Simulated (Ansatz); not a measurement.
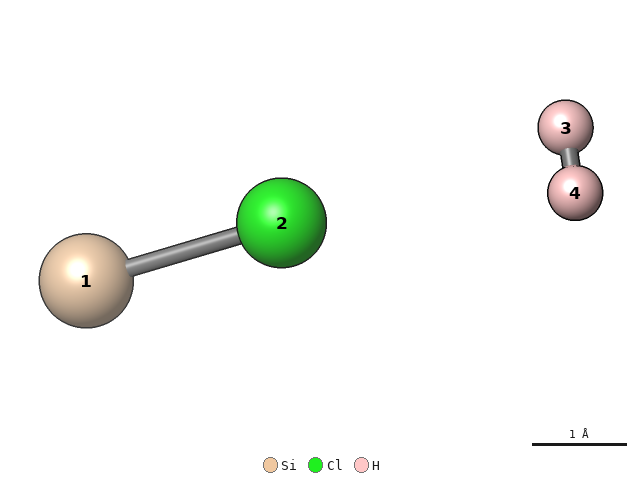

Orthographic view. Depth is shown by fading: the farther an atom, the more it takes the colour of the background. State: charge −1, singlet. Computed geometry: PBE-D4/def2-SVPD optimisation. No frequency run is at hand to confirm it as a minimum.

List all interatomic distances (Å) as a matrix.

```tsv
atom	Si1	Cl2	H3	H4
Si1	0.00			
Cl2	2.28	0.00		
H3	5.45	3.20	0.00	
H4	5.45	3.20	0.77	0.00
```
